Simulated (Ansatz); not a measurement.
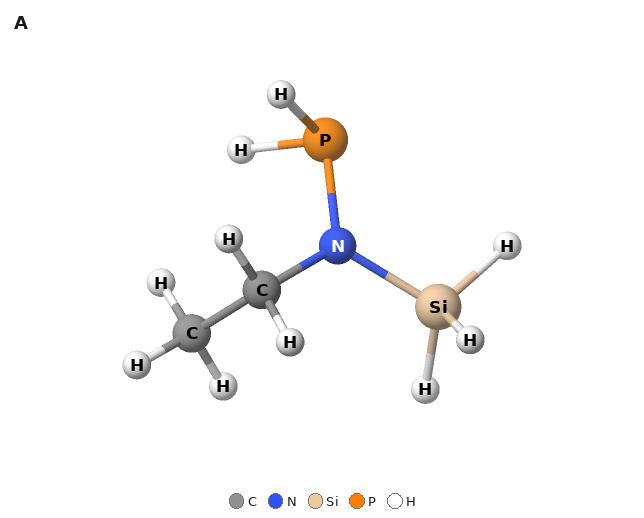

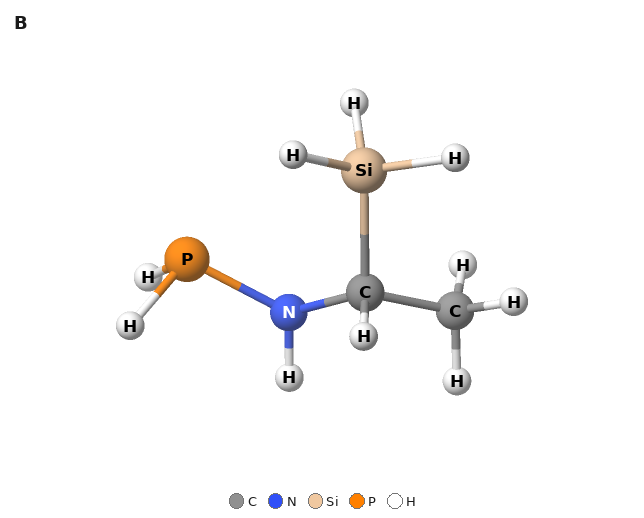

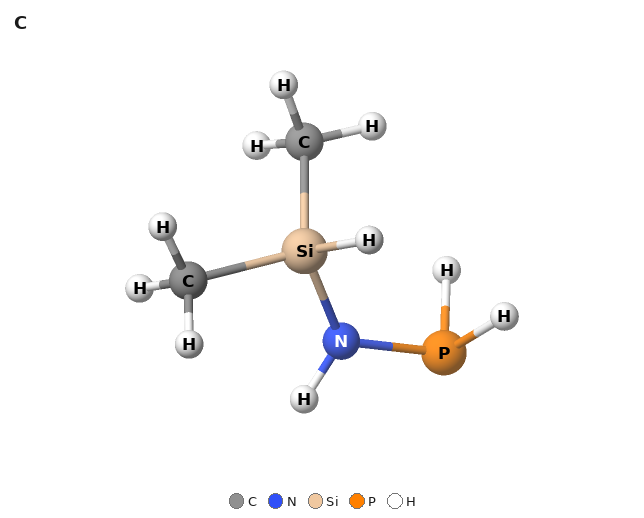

3 stationary structures of one formula. Geometries: PBE0-D4/def2-TZVP. Electronic energies: PBE0-D4/def2-TZVP (Ansatz 0.2.0), without zero-point energy. No frequency run is at hand to confirm each as a minimum. Each is one conformer, not always the lowest.

**Are they conformers, stereoisomers or constitutional isomers?**

They are constitutional isomers of C2H10NPSi: A `CCN([SiH3])P`, B `C[C@@H]([SiH3])NP`, C `C[SiH](C)NP`.

**Which structure is the most stable?**

C is lowest; A lies 1.231 eV above it, B lies 1.970 eV above it.
